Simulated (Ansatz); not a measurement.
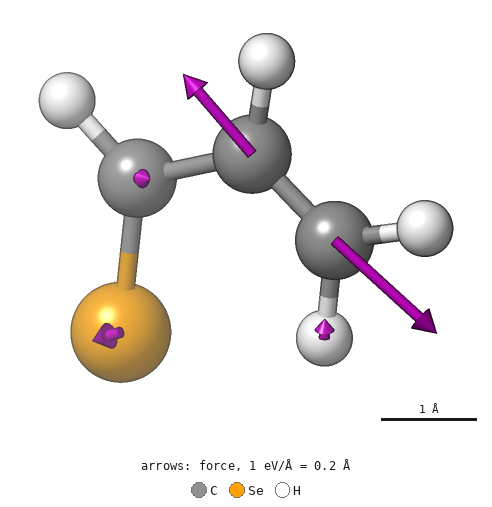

Starting geometry of C3H4Se (coarse preliminary run) with the computed forces as purple arrows. A ball-and-stick model, seen at a tilt.

The start comes from a force field.

All numbers below come from RKS PBE-D4/def2-SVP (Ansatz). Set-up: force threshold 0.03 eV/Å; at most 200 steps.

Q: What follows when this structure is relaxed?

A: It isn't relaxed: the largest force vector, on a C atom, is 7.37 eV/Å. The final displacements follow the starting forces only in part (cosine between the two patterns 0.30). The atom that moves furthest after the best rigid fit is the Se atom (0.36 Å). Largest moves by element: Se 0.36 Å, H 0.19 Å, C 0.14 Å. Some distances before and after: C–Se 2.942 → 3.360 Å, C–C 1.267 → 1.357 Å, C–H 1.140 → 1.103 Å, C–Se 1.763 → 1.787 Å. Among the angles between lasting bonds that change: C–C–Se 116.5° → 127.9°, Se–C–H 127.1° → 117.5°, C–C–H 120.8° → 115.5°. Over 7 geometry steps the energy falls by 60.4 kJ/mol. Largest force component: 6.7 eV/Å at the start, 0.0029 eV/Å at the end. Cost: 7.5 s on 2 threads of Intel Xeon 6975P-C (shared host).
